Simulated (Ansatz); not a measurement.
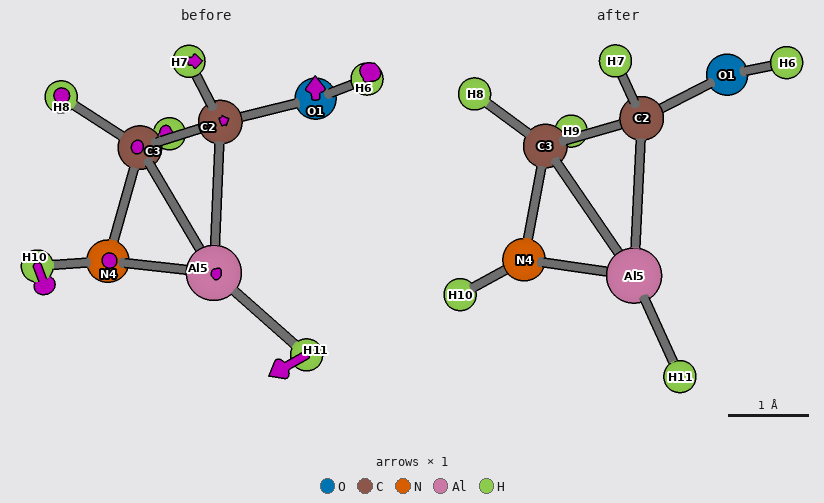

The structure of C$_{2}$H$_{6}$AlNO (coarse preliminary run) before (left) and after (right) a relaxation, at one scale. The purple arrows give the displacements, at their true length.

A ball-and-stick model, seen at a tilt.

The start comes from a force field.

Theory: RKS PBE-D4/def2-SVP in Ansatz. Settings: force threshold 0.03 eV/Å; at most 200 steps.

Question: What changed between the two?

Answer: The atom that moves furthest after the best rigid fit is H10 (0.75 Å). By element the largest moves are H 0.75 Å, O 0.34 Å, N 0.22 Å, C 0.18 Å, Al 0.15 Å. Near-neighbour distances that change, for instance: N4–Al5 1.963 → 1.789 Å, O1–H6 1.064 → 0.973 Å, O1–C2 1.364 → 1.428 Å, C3–H8 1.178 → 1.117 Å. Bond angles that change, for instance: Al5–N4–H10 107.9° → 147.0°, C3–Al5–H11 144.5° → 169.9°, C2–Al5–H11 130.3° → 150.2°. Over 8 accepted moves (11 points after the start) the energy falls by 136.5 kJ/mol. The largest force component goes from 4.5 to 0.022 eV/Å. The line search rejected the trial steps at points 6, 8, 10 of the run. The run took 10 s on 4 threads of Intel Xeon Platinum 8488C, with other jobs on the host.
